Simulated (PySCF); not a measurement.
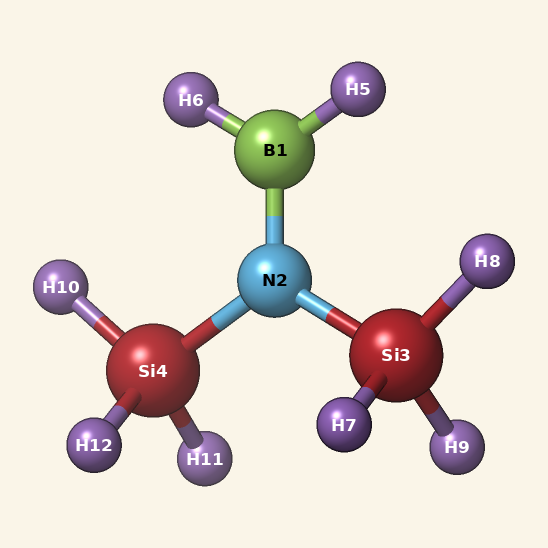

The computed structure is the end point of a PBE0-D3(BJ)/def2-SVP optimisation. No frequency run is at hand to confirm it as a minimum. Electric field gradients from the ground-state density, PBE0/6-31G* (PySCF 2.14.0), non-relativistic apart from any core potentials.

Give the largest field-gradient component, the quadrupole coupling constant and the asymmetry for 11B at B1 (Q = 40.59 mb), 14N at N2 (Q = 20.44 mb), 2H at H5 (Q = 2.86 mb), 2H at H7 (Q = 2.86 mb), 2H at H8 (Q = 2.86 mb), 2H at H9 (Q = 2.86 mb).

| atom | V_zz (a.u.) | e²qQ/h (MHz) | η |
| --- | --- | --- | --- |
| B1 | 0.406 | 3.88 | 0.23 |
| N2 | −0.185 | −0.887 | 0.49 |
| H5 | 0.192 | 0.129 | 0.04 |
| H7 | 0.144 | 0.096 | 0.04 |
| H8 | 0.147 | 0.099 | 0.03 |
| H9 | 0.144 | 0.096 | 0.04 |
